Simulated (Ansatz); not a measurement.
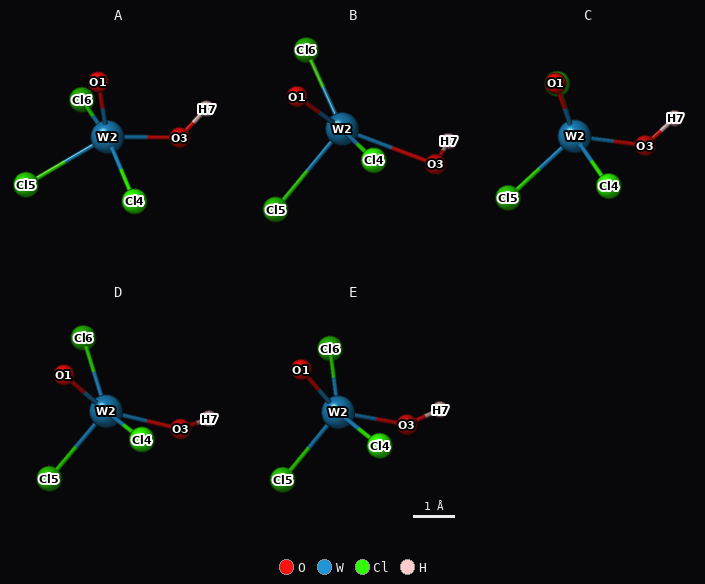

5 geometries from one relaxation of WHO₂Cl₃ (coarse preliminary run), in shuffled order. Style: ball-and-stick. Shown from a free direction.

The start comes from a force field.

Method: RKS PBE-D4/def2-SVP in Ansatz 0.2.0. Set-up: force threshold 0.03 eV/Å; at most 200 steps.

**Order the frames from highest to lowest energy.**

B, D, E, C, A. They are steps 0, 3, 6, 9, 20, at +716.3 kJ/mol, +123.0 kJ/mol, +48.2 kJ/mol, +20.7 kJ/mol relative to the last. The atom that moves furthest after the best rigid fit is Cl6 (1.40 Å). By element the largest moves are Cl 1.40 Å, H 1.13 Å, O 0.97 Å, W 0.40 Å. Among the contacts that change: W2–O3 2.467 → 1.891 Å, W2–Cl4 2.867 → 2.334 Å, O1–W2 2.020 → 1.697 Å, W2–Cl5 2.582 → 2.326 Å. Among the angles between lasting bonds that change: O3–W2–Cl6 126.8° → 87.5°, O1–W2–Cl4 64.9° → 100.6°, O3–W2–Cl5 108.4° → 142.4°. The energy falls by 716.3 kJ/mol in 20 geometry steps. The largest force component goes from 7.5 to 0.011 eV/Å.
